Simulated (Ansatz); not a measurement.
# Elastic response of KH6C3NO5 (P2_1/c) (64 atoms)

How stiff is KH6C3NO5 (P2_1/c) (64 atoms), and how do its levels respond to strain?

Program: Ansatz 0.2.0. Level of theory: Kohn-Sham DFT, LDA, PAW (set soft_2), plane waves. Results are calculated unless marked as measured.

## (1) Set-up

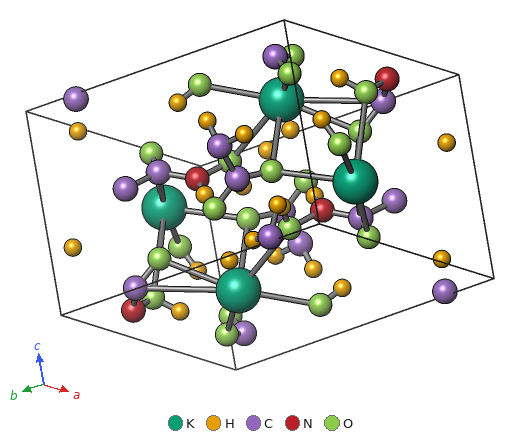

Start, viewed from a free direction; potassium teal, hydrogen orange, carbon purple, nitrogen red, oxygen green. Bonds to atoms that aren't drawn are left out. Some periodic images of atoms are drawn too.

The cell holds 64 atoms: 4 K, 24 H, 12 C, 4 N and 20 O. Its edges and angles: a = 7.457 Å, b = 13.002 Å, c = 6.816 Å, α = 90.0°, β = 105.4°, γ = 90.0°. It derives from KH6C3NO5 (P2_1/c), repeated 1×1×1. KH6C3NO5, space group P2_1/c, structure from the Crystallography Open Database, 1 x 1 x 1 conventional cells; every coordinate displaced by a Gaussian of 0.01 Å; bonds to H set to neutron lengths (C-H 1.089, N-H 1.015, O-H 0.983, B-H 1.19 Å) where the listed ones are shorter.

Coordinates:

```xyz
64
Lattice="7.4570 0.0000 0.0000 0.0000 13.0020 0.0000 -1.8112 0.0000 6.5710" Properties=species:S:1:pos:R:3 pbc="T T T"
K     3.5667    8.3130    0.6259
K     2.9686    1.8289    2.6510
K     2.0636    4.6603    5.9320
K     2.6677   11.1721    3.9429
H     5.5500    9.5302    6.2561
H    -0.8061    3.0297    3.6228
H     0.1071    3.4792    0.3137
H     6.4436    9.9785    2.9560
H     5.8607   11.0760    5.4615
H    -1.1056    4.5737    4.3817
H    -0.1950    1.9204    1.0795
H     6.7738    8.4172    2.1996
H     3.9044   11.6573    0.7956
H     2.6565    5.1515    2.5075
H     1.7445    1.3587    5.7936
H     2.9794    7.8472    4.0584
H     0.0014   12.5026    6.2210
H     4.7229    6.0142    3.6186
H     5.6538    0.5153    0.3441
H     0.9113    7.0113    2.9442
H     6.3079    6.3383    0.9230
H     0.2372   12.8221    2.3535
H    -0.6459    6.6746    5.6342
H     5.3976    0.1883    4.2114
H     4.3853    6.9678    6.0403
H     0.3163    0.4605    3.7930
H     1.2498    6.0273    0.5164
H     5.2961   12.5347    2.7658
C     6.2232   11.1588    0.5064
C     0.3074    4.6390    2.7672
C    -0.5965    1.8501    6.0643
C     5.3340    8.3358    3.7944
C    -1.7290   10.5721    6.4303
C     6.5022    4.0808    3.4293
C     7.4105    2.4245    0.1325
C     6.5853    8.9062    3.1462
C     1.2641   10.7818    0.7189
C     5.2609    4.2609    2.5757
C     4.3474    2.2361    5.8647
C     0.3683    8.7536    3.9939
N     2.0624   11.8200    0.4067
N     4.5086    5.3256    2.8994
N     3.6008    1.1755    6.1878
N     1.1156    7.6655    3.6935
O     5.1459   10.7324    0.0898
O     1.3930    4.2188    3.1965
O     0.4944    2.2806    6.4658
O     4.2417    8.7818    3.3718
O     6.3826   12.0822    1.3779
O     0.1705    5.5911    1.9253
O    -0.7399    0.9104    5.2178
O     5.4915    7.4157    4.6499
O     1.5695   10.0005    1.6206
O     4.9931    3.4974    1.6531
O     4.0665    3.0209    4.9462
O     0.6760    9.5349    4.9126
O     3.1595   12.1678    1.2022
O     3.4196    5.6551    2.0860
O     2.4860    0.8707    5.3836
O     2.2240    7.3675    4.4945
O     5.6885    6.6781    0.2656
O     0.8705    0.1623    3.0075
O    -0.0283    6.3337    6.3224
O     4.7683   12.8423    3.5301
```

## (2) Single point at the start

The forces at the start show how far the geometry lies from a minimum of this functional.

input.yaml reads:

```yaml
crystal:
  lattice:
    - [7.457, 0.0, 0.0]
    - [0.0, 13.002, 0.0]
    - [-1.81118, 0.0, 6.57096]
  atoms:
    - { symbol: K, position: [0.50144, 0.63936, 0.09526] }
    - { symbol: K, position: [0.49609, 0.14066, 0.40344] }
    - { symbol: K, position: [0.496, 0.35843, 0.90276] }
    - { symbol: K, position: [0.50348, 0.85926, 0.60005] }
    - { symbol: H, position: [0.97552, 0.73298, 0.95209] }
    - { symbol: H, position: [0.02581, 0.23302, 0.55133] }
    - { symbol: H, position: [0.02596, 0.26759, 0.04774] }
    - { symbol: H, position: [0.97337, 0.76746, 0.44986] }
    - { symbol: H, position: [0.98781, 0.85187, 0.83115] }
    - { symbol: H, position: [0.0137, 0.35177, 0.66683] }
    - { symbol: H, position: [0.01376, 0.1477, 0.16429] }
    - { symbol: H, position: [0.98968, 0.64738, 0.33475] }
    - { symbol: H, position: [0.553, 0.89658, 0.12108] }
    - { symbol: H, position: [0.44892, 0.39621, 0.3816] }
    - { symbol: H, position: [0.44809, 0.1045, 0.8817] }
    - { symbol: H, position: [0.54955, 0.60354, 0.61763] }
    - { symbol: H, position: [0.23013, 0.96159, 0.94674] }
    - { symbol: H, position: [0.76711, 0.46256, 0.5507] }
    - { symbol: H, position: [0.77091, 0.03963, 0.05237] }
    - { symbol: H, position: [0.23104, 0.53925, 0.44806] }
    - { symbol: H, position: [0.88002, 0.48749, 0.14046] }
    - { symbol: H, position: [0.1188, 0.98616, 0.35817] }
    - { symbol: H, position: [0.12164, 0.51335, 0.85744] }
    - { symbol: H, position: [0.87949, 0.01448, 0.64091] }
    - { symbol: H, position: [0.81134, 0.5359, 0.91924] }
    - { symbol: H, position: [0.18262, 0.03542, 0.57724] }
    - { symbol: H, position: [0.18669, 0.46357, 0.07859] }
    - { symbol: H, position: [0.81245, 0.96406, 0.42092] }
    - { symbol: C, position: [0.85326, 0.85824, 0.07706] }
    - { symbol: C, position: [0.1435, 0.35679, 0.42112] }
    - { symbol: C, position: [0.14417, 0.14229, 0.9229] }
    - { symbol: C, position: [0.85556, 0.64112, 0.57745] }
    - { symbol: C, position: [0.00582, 0.81311, 0.9786] }
    - { symbol: C, position: [0.99872, 0.31386, 0.52188] }
    - { symbol: C, position: [0.99866, 0.18647, 0.02016] }
    - { symbol: C, position: [0.9994, 0.68499, 0.47881] }
    - { symbol: C, position: [0.19609, 0.82924, 0.10941] }
    - { symbol: C, position: [0.8007, 0.32771, 0.39198] }
    - { symbol: C, position: [0.79978, 0.17198, 0.89252] }
    - { symbol: C, position: [0.19701, 0.67325, 0.60781] }
    - { symbol: "N", position: [0.29161, 0.90909, 0.0619] }
    - { symbol: "N", position: [0.71179, 0.4096, 0.44125] }
    - { symbol: "N", position: [0.71159, 0.09041, 0.94169] }
    - { symbol: "N", position: [0.28612, 0.58956, 0.56209] }
    - { symbol: O, position: [0.69339, 0.82544, 0.01367] }
    - { symbol: O, position: [0.30496, 0.32447, 0.48646] }
    - { symbol: O, position: [0.3053, 0.1754, 0.984] }
    - { symbol: O, position: [0.69345, 0.67542, 0.51314] }
    - { symbol: O, position: [0.90685, 0.92926, 0.2097] }
    - { symbol: O, position: [0.09403, 0.43002, 0.293] }
    - { symbol: O, position: [0.09364, 0.07002, 0.79407] }
    - { symbol: O, position: [0.9083, 0.57035, 0.70764] }
    - { symbol: O, position: [0.27038, 0.76915, 0.24663] }
    - { symbol: O, position: [0.73069, 0.26899, 0.25158] }
    - { symbol: O, position: [0.72815, 0.23234, 0.75274] }
    - { symbol: O, position: [0.27224, 0.73334, 0.74763] }
    - { symbol: O, position: [0.46813, 0.93584, 0.18296] }
    - { symbol: O, position: [0.53568, 0.43494, 0.31745] }
    - { symbol: O, position: [0.53237, 0.06697, 0.8193] }
    - { symbol: O, position: [0.46438, 0.56664, 0.684] }
    - { symbol: O, position: [0.77266, 0.51362, 0.04042] }
    - { symbol: O, position: [0.2279, 0.01248, 0.4577] }
    - { symbol: O, position: [0.2299, 0.48713, 0.96217] }
    - { symbol: O, position: [0.76992, 0.98772, 0.53722] }
kpoints:
  mp_grid: { grid: [2, 1, 2] }
hamiltonian:
  xc: lda
scf:
  occupations: { method: fixed }
output:
  forces: true
```

The run is started by

```bash
$ ansatz run input.yaml --threads 4 --pin off --max-ram 8192MiB --backend cpu --events-out ev --progress --plain --runs-dir out
```

Numbers of over 12 decimals in the logs are rounded to 6 here.

The log of the run:

```text
Engine: ansatz 0.2.0, aarch64-unknown-linux-gnu
Pseudopotentials: kind: paw
Pseudopotential: K, paw, valence charge 9, recommended cutoff 420 eV (normal), K.paw.azcp
Pseudopotential: H, paw, valence charge 1, recommended cutoff 420 eV (normal), H.paw.azcp
Pseudopotential: C, paw, valence charge 4, recommended cutoff 420 eV (normal), C.paw.azcp
Pseudopotential: N, paw, valence charge 5, recommended cutoff 420 eV (normal), N.paw.azcp
Pseudopotential: O, paw, valence charge 6, recommended cutoff 420 eV (normal), O.paw.azcp
[... 3 lines on functional and potentials left out ...]
Crystal: 64 atoms, lattice volume = 637.093 Å³
Basis set: ecut = 420 eV, 12457 PW (Γ)
Bands: 188, of which v1, the nominal top of the filled ones, is band 124 counted from 1 (123 counted from 0)
Symmetry: 1 space group operations
Space group: P1 (ITA 1), of the structure as read, at distance tolerance 8.6e-5 Å
k-points: 4
[... 15 lines on functional and potentials left out ...]
Initial density: superposition of atomic densities (neutral atoms: chi_scale 0, normalization atom), corrected by the library's trained network
Initial wavefunctions: pseudopotential atomic-orbital guess
Functional: x = slater, c = lda
SCF iter   1: F=—  HF=-21879.433218 eV  |F-HF|=—  |Δ(HF+E_count)|=         —  Δρ=1.10e-2  dr2=6.17e-1  ethr=1.77e-3  ⟨swp⟩=5.0  Hψ=2424  notcnv=0  defer=246
preconditioner: auto → Resta (q_TF=auto, 2.331 Å⁻¹)  ε∞=2.8  [insulator: Δε(μ)=4.433 eV  Ē_g=16.840 eV  n_scr=138 (ndim 8)  ℏωp=22.8 eV  f_vac=0.128  ε∞_Penn≈2.8]
SCF iter   2: F=—  HF=-21879.255231 eV  |F-HF|=—  |Δ(HF+E_count)|=   1.78e-1  Δρ=4.76e-3  dr2=1.17e-1  ethr=2.49e-4  ⟨swp⟩=2.0  Hψ=1042  notcnv=0  defer=248
SCF iter   3: F=—  HF=-21879.223308 eV  |F-HF|=—  |Δ(HF+E_count)|=   3.19e-2  Δρ=2.27e-3  dr2=2.87e-2  ethr=4.72e-5  ⟨swp⟩=2.0  Hψ=999  notcnv=0  defer=128
automatic band count: iteration 3 solves 158 bands in place of 188: the levels show a gap, and the empty bands left out lie too high to hold charge; the band table lists the bands solved (type scf.n_extra_bands for more)
SCF iter   4: F=—  HF=-21879.216151 eV  |F-HF|=—  |Δ(HF+E_count)|=   7.16e-3  Δρ=5.61e-4  dr2=1.77e-3  ethr=1.16e-5  ⟨swp⟩=2.0  Hψ=999  notcnv=0  defer=128
SCF iter   5: F=—  HF=-21879.216183 eV  |F-HF|=—  |Δ(HF+E_count)|=   3.17e-5  Δρ=3.34e-4  dr2=6.14e-4  ethr=7.13e-7  ⟨swp⟩=2.0  Hψ=990  notcnv=0  defer=128
SCF iter   6: F=—  HF=-21879.216126 eV  |F-HF|=—  |Δ(HF+E_count)|=   5.67e-5  Δρ=1.16e-4  dr2=7.47e-5  ethr=2.47e-7  ⟨swp⟩=2.0  Hψ=991  notcnv=0  defer=105
SCF iter   7: F=—  HF=-21879.215439 eV  |F-HF|=—  |Δ(HF+E_count)|=   6.87e-4  Δρ=4.39e-5  dr2=1.11e-5  ethr=3.01e-8  ⟨swp⟩=2.0  Hψ=1088  notcnv=0  defer=105
SCF iter   8: F=—  HF=-21879.215439 eV  |F-HF|=—  |Δ(HF+E_count)|=   1.15e-7  Δρ=1.16e-5  dr2=8.33e-7  ethr=4.46e-9  ⟨swp⟩=2.0  Hψ=957  notcnv=0  defer=105
SCF iter   9: F=—  HF=-21879.215439 eV  |F-HF|=—  |Δ(HF+E_count)|=   4.48e-7  Δρ=5.68e-6  dr2=1.76e-7  ethr=3.36e-10  ⟨swp⟩=2.0  Hψ=967  notcnv=0  defer=105
SCF iter  10: F=-21879.215439 eV  HF=-21879.215439 eV  |F-HF|=5.53e-8  |Δ(HF+E_count)|=   1.50e-8  Δρ=3.78e-6  dr2=7.57e-8  ethr=4.03e-11  ⟨swp⟩=5.0  Hψ=2237  notcnv=0
SCF 1 converged in 10 iterations: F = -21879.215439 eV  dr2 = 7.57e-8
  greatest PAW one-centre occupation: 0.985 electrons in one spin orbital (limit 2), on the K atom at site 0 (counted from 0), in its partial waves of l = 0
SCF converged after 10 iterations
Free energy (F): -21879.215439 eV
Harris-Foulkes:  -21879.215439 eV  (|F-HF|=5.53e-8)
Internal energy: -21879.215439 eV  (E = F + TS)
E sigma→0 (E₀):  -21879.215439 eV
Fermi energy:    1.207852 eV
--- Per-component energies (eV) ---
  E_band       = -1833.922710
  E_kinetic    = 6434.853699
  E_local      = -16381.019798  (includes V_loc(G=0)·N_el)
  E_nonlocal   = 1635.304577
  E_hartree    = 5652.399652
  E_xc         = -2973.758502
  E_vxc        = -3771.895611  (∫ρ·V_xc dr)
  E_paw        = -7509.572766  (= ΣΔE_a)
  E_vpaw       = -1055.993696  (= ΣTr[D̂ρ^β])
  E_aug_tail   = 0.021982  (compensation charges beyond the density's cutoff)
  E_ewald      = -8741.486879
  E_core_change = 4.042596  (= ΣΔE_core)
  E_smearing   = -0.000000  (= −TS)
  E_closure    = 0.000000  (closes the sum)
  Σ components = -21879.215439   (vs F -21879.215439, Δ=0.00e0)
--- Forces (eV/Å), atoms counted from 1 ---
  atom   1  K     -0.06703373     0.00020848    -0.04473240
  atom   2  K      0.05485756    -0.04417385     0.06997358
  atom   3  K      0.06035401     0.05727617     0.07513726
  atom   4  K     -0.06526572     0.03931685    -0.12047087
  atom   5  H      0.06862571    -1.01078556    -0.16787912
  atom   6  H     -0.00708121    -0.75408097     0.13715690
  atom   7  H     -0.04062064     0.65176368     0.17650010
  atom   8  H     -0.02614288     0.11037500    -0.10229156
  atom   9  H     -0.10695736     0.05598937    -0.19066203
  atom  10  H      0.13249166     0.38770453     0.67185747
  atom  11  H      0.11279733    -0.27330327     0.76284661
  atom  12  H     -0.17017174    -0.35499249    -0.74565882
  atom  13  H      0.89570711    -0.52727914    -0.30885139
  atom  14  H     -0.51534397    -0.21944494     0.04349247
[...]
atom  63  O      0.49074482    -0.06357151    -0.22691975
  atom  64  O     -0.42192267     0.09308947     0.50635745
  max |Σ_I F_I| component: 1.14e-4 eV/Å
```

Run time: 6.9 s. Hardware: 4 threads of Arm Neoverse V2, shared host; peak memory 2.1 GiB.

In the SCF lines HF is the Harris–Foulkes energy and dr2 the Hartree energy of the density residual, in eV; the loop may stop once dr2 is under the threshold and the program's other checks hold. Hψ counts applications of the Hamiltonian.

The r.m.s. force at the start is 0.60 eV/Å.

## (3) Cell and atoms relaxed

The cell is relaxed with the atoms, since the starting lattice needn't suit this functional.

input.yaml reads:

```yaml
crystal:
  lattice:
    - [7.457, 0.0, 0.0]
    - [0.0, 13.002, 0.0]
    - [-1.81118, 0.0, 6.57096]
  atoms:
    [... the 64 atom lines of step 2 ...]
kpoints:
  mp_grid: { grid: [2, 1, 2] }
hamiltonian:
  xc: lda
scf:
  occupations: { method: fixed }
output:
  forces: true
relax:
  f_tol: 0.05
  max_steps: 150
  cell: {}
```

The log of the run:

```text
[...]
Crystal: 64 atoms, lattice volume = 637.093 Å³
Basis set: ecut = 420 eV, 12457 PW (Γ)
Bands: 188, of which v1, the nominal top of the filled ones, is band 124 counted from 1 (123 counted from 0)
Symmetry: 1 space group operations
[...]
k-points: 4
[...]
SCF iter   1: F=—  HF=-21879.433218 eV  |F-HF|=—  |Δ(HF+E_count)|=         —  Δρ=1.10e-2  dr2=6.17e-1  ethr=1.77e-3  ⟨swp⟩=5.0  Hψ=2424  notcnv=0  defer=246
[...]
SCF iter   5: F=—  HF=-21879.216185 eV  |F-HF|=—  |Δ(HF+E_count)|=   3.11e-5  Δρ=3.34e-4  dr2=6.14e-4  ethr=7.13e-7  ⟨swp⟩=2.0  Hψ=990  notcnv=0  defer=128
[...]
SCF iter   9: F=—  HF=-21879.215439 eV  |F-HF|=—  |Δ(HF+E_count)|=   4.48e-7  Δρ=5.68e-6  dr2=1.76e-7  ethr=3.36e-10  ⟨swp⟩=2.0  Hψ=967  notcnv=0  defer=105
SCF iter  10: F=-21879.215439 eV  HF=-21879.215439 eV  |F-HF|=5.53e-8  |Δ(HF+E_count)|=   1.50e-8  Δρ=3.78e-6  dr2=7.58e-8  ethr=4.03e-11  ⟨swp⟩=5.0  Hψ=2237  notcnv=0
SCF 1 converged in 10 iterations: F = -21879.215439 eV  dr2 = 7.58e-8
[...]
relax step   1: F+E_penalty+E_count = -21879.21543938 eV  Δ(F+E_penalty+E_count) = +0.000e0 eV  max|allowed force component| = 2.206e0 eV/Å  Δτ_max = 0.0000 Å  P = -2.085 GPa  Ω = 637.093 Å³  (10 SCF iters, dr2 threshold 1.00e-7 eV, accepted)
[... from here on, the SCF cycles and remarks between the steps are left out ...]
relax step   2: F+E_penalty+E_count = -21880.10218225 eV  Δ(F+E_penalty+E_count) = -8.867e-1 eV  max|allowed force component| = 1.399e0 eV/Å  Δτ_max = 0.1920 Å  P = +0.903 GPa  Ω = 574.848 Å³  energy of the carried Pulay correction = +3.407e-1 eV  (8 SCF iters, dr2 threshold 6.40e-6 eV, accepted)
relax step   3: F+E_penalty+E_count = -21880.38537116 eV  Δ(F+E_penalty+E_count) = -2.832e-1 eV  max|allowed force component| = 1.072e0 eV/Å  Δτ_max = 0.1430 Å  P = -0.067 GPa  Ω = 589.464 Å³  energy of the carried Pulay correction = +2.576e-1 eV  (7 SCF iters, dr2 threshold 6.40e-6 eV, accepted)
relax step   4: F+E_penalty+E_count = -21880.44128418 eV  Δ(F+E_penalty+E_count) = -5.591e-2 eV  max|allowed force component| = 3.169e-1 eV/Å  Δτ_max = 0.1482 Å  P = +0.613 GPa  Ω = 591.145 Å³  energy of the carried Pulay correction = +2.482e-1 eV  (8 SCF iters, dr2 threshold 6.40e-6 eV, accepted)
relax step   5: F+E_penalty+E_count = -21880.48859268 eV  Δ(F+E_penalty+E_count) = -4.731e-2 eV  max|allowed force component| = 2.435e-1 eV/Å  Δτ_max = 0.0647 Å  P = -0.139 GPa  Ω = 594.232 Å³  energy of the carried Pulay correction = +2.309e-1 eV  (7 SCF iters, dr2 threshold 6.28e-6 eV, accepted)
relax step   6: F+E_penalty+E_count = -21880.50494946 eV  Δ(F+E_penalty+E_count) = -1.636e-2 eV  max|allowed force component| = 1.380e-1 eV/Å  Δτ_max = 0.0549 Å  P = -0.085 GPa  Ω = 592.620 Å³  energy of the carried Pulay correction = +2.399e-1 eV  (7 SCF iters, dr2 threshold 3.71e-6 eV, accepted)
relax step   7: F+E_penalty+E_count = -21880.51744650 eV  Δ(F+E_penalty+E_count) = -1.250e-2 eV  max|allowed force component| = 8.513e-2 eV/Å  Δτ_max = 0.0172 Å  P = +0.001 GPa  Ω = 591.686 Å³  energy of the carried Pulay correction = +2.451e-1 eV  (7 SCF iters, dr2 threshold 1.19e-6 eV, accepted)
relax step   8: F+E_penalty+E_count = -21880.52369075 eV  Δ(F+E_penalty+E_count) = -6.244e-3 eV  max|allowed force component| = 5.225e-2 eV/Å  Δτ_max = 0.0237 Å  P = +0.024 GPa  Ω = 590.595 Å³  energy of the carried Pulay correction = +2.513e-1 eV  (7 SCF iters, dr2 threshold 4.53e-7 eV, accepted)
relax step   9: F+E_penalty+E_count = -21880.52036649 eV  Δ(F+E_penalty+E_count) = +3.324e-3 eV  max|allowed force component| = 4.299e-2 eV/Å  Δτ_max = 0.0132 Å  P = +0.012 GPa  Ω = 591.515 Å³  energy of the carried Pulay correction = +2.461e-1 eV  (7 SCF iters, dr2 threshold 1.71e-7 eV, accepted)
relax step  10: F+E_penalty+E_count = -21880.34809862 eV  Δ(F+E_penalty+E_count) = +1.723e-1 eV  max|allowed force component| = 4.241e-2 eV/Å  Δτ_max = 0.0000 Å  P = -0.434 GPa  Ω = 591.515 Å³  stress off target by 4.94e-1 GPa  SCF on the basis re-selected at this cell (its energy is not comparable with the rows above)  (8 SCF iters)
relax step  11: F+E_penalty+E_count = -21880.42226761 eV  Δ(F+E_penalty+E_count) = -7.417e-2 eV  max|allowed force component| = 1.001e-1 eV/Å  Δτ_max = 0.0374 Å  P = +0.190 GPa  Ω = 579.370 Å³  energy of the carried Pulay correction = +6.437e-2 eV  (8 SCF iters, dr2 threshold 6.11e-7 eV, accepted)
relax step  12: F+E_penalty+E_count = -21880.40703517 eV  Δ(F+E_penalty+E_count) = +1.523e-2 eV  max|allowed force component| = 6.398e-2 eV/Å  Δτ_max = 0.0140 Å  P = +0.001 GPa  Ω = 582.980 Å³  energy of the carried Pulay correction = +4.542e-2 eV  (7 SCF iters, dr2 threshold 6.26e-7 eV, accepted)
relax step  13: F+E_penalty+E_count = -21880.40783901 eV  Δ(F+E_penalty+E_count) = -8.038e-4 eV  max|allowed force component| = 3.086e-2 eV/Å  Δτ_max = 0.0096 Å  P = +0.001 GPa  Ω = 582.839 Å³  energy of the carried Pulay correction = +4.620e-2 eV  (6 SCF iters, dr2 threshold 2.56e-7 eV, accepted)
relax step  14: F+E_penalty+E_count = -21880.40679690 eV  Δ(F+E_penalty+E_count) = +1.042e-3 eV  max|allowed force component| = 4.321e-2 eV/Å  Δτ_max = 0.0057 Å  P = -0.010 GPa  Ω = 583.059 Å³  energy of the carried Pulay correction = +4.486e-2 eV  (9 SCF iters, accepted)
relax step  15: F+E_penalty+E_count = -21880.35974830 eV  Δ(F+E_penalty+E_count) = +4.705e-2 eV  max|allowed force component| = 4.396e-2 eV/Å  Δτ_max = 0.0000 Å  P = -0.065 GPa  Ω = 583.059 Å³  stress off target by 7.67e-2 GPa  SCF on the basis re-selected at this cell (its energy is not comparable with the rows above)  (6 SCF iters)
relax step  16: F+E_penalty+E_count = -21880.36864887 eV  Δ(F+E_penalty+E_count) = -8.901e-3 eV  max|allowed force component| = 3.446e-2 eV/Å  Δτ_max = 0.0062 Å  P = +0.010 GPa  Ω = 581.554 Å³  energy of the carried Pulay correction = +8.386e-3 eV  (8 SCF iters, dr2 threshold 1.47e-8 eV, accepted)
relax step  17: F+E_penalty+E_count = -21880.36219745 eV  Δ(F+E_penalty+E_count) = +6.451e-3 eV  max|allowed force component| = 3.447e-2 eV/Å  Δτ_max = 0.0000 Å  P = +0.005 GPa  Ω = 581.554 Å³  stress off target by 1.10e-2 GPa  SCF on the basis re-selected at this cell (its energy is not comparable with the rows above)  (5 SCF iters)
[...]
SCF converged after 5 iterations
Free energy (F): -21880.362197 eV
[...]
Internal energy: -21880.362197 eV  (E = F + TS)
E sigma→0 (E₀):  -21880.362197 eV
Fermi energy:    2.068718 eV
[...]
Σ components = -21880.362197   (vs F -21880.362197, Δ=0.00e0)
--- Forces (eV/Å), atoms counted from 1 ---
  atom   1  K      0.00145143    -0.00164259     0.00127476
  atom   2  K     -0.00110062    -0.00090792    -0.00154119
  atom   3  K     -0.00167815     0.00187265    -0.00187654
  atom   4  K      0.00152579     0.00092121     0.00174443
[...]
atom  64  O     -0.00127035     0.00134441     0.00595088
  max |Σ_I F_I| component: 6.91e-6 eV/Å
--- Stress (GPa, compression-positive) ---
        0.001822       0.001061      -0.002822
        0.001061       0.004506      -0.000312
       -0.002822      -0.000312       0.010055
  P = ⅓ Tr σ = 0.0055 GPa (0.055 kbar)
--- Relaxed structure (14 steps of the walk, 14 accepted, 3 SCFs on fresh bases) ---
  F+E_penalty+E_count = -21880.36219745 eV   max|allowed force component| = 3.447e-2 eV/Å   (the final SCF, on the basis selected at the relaxed cell)
  cell:  # Å, volume = 581.5538 Å³
    - [7.311629, -0.000223967, -0.018759]
    - [-0.000390508, 12.549737, -5.2905075397321384e-5]
    - [-1.792402, 2.7660583298705302e-5, 6.342437]
  atoms:
    - { symbol: K, position: [0.491569, 0.635713, 0.096690] }
    - { symbol: K, position: [0.508164, 0.135682, 0.403354] }
    - { symbol: K, position: [0.508101, 0.364556, 0.903330] }
    - { symbol: K, position: [0.491568, 0.864586, 0.596677] }
[...]
- { symbol: O, position: [0.779326, 0.978871, 0.556087] }
```

Wall time 1.7 min (4 threads); peak memory 2.1 GiB.

The relaxation converged after 14 steps, with a largest force component of 0.034 eV/Å.

(Part 1 of 4 ends here.)

[Logs are printed without paths, hosts, clocks, repeated set-up lines and the standing remarks that a program may print on its own settings, such as how far it seeks lower states.]

[Hosts, paths, dates, database ids (printed as entryN), source tags and the programs' standing remarks are cut or masked in the printed files.]
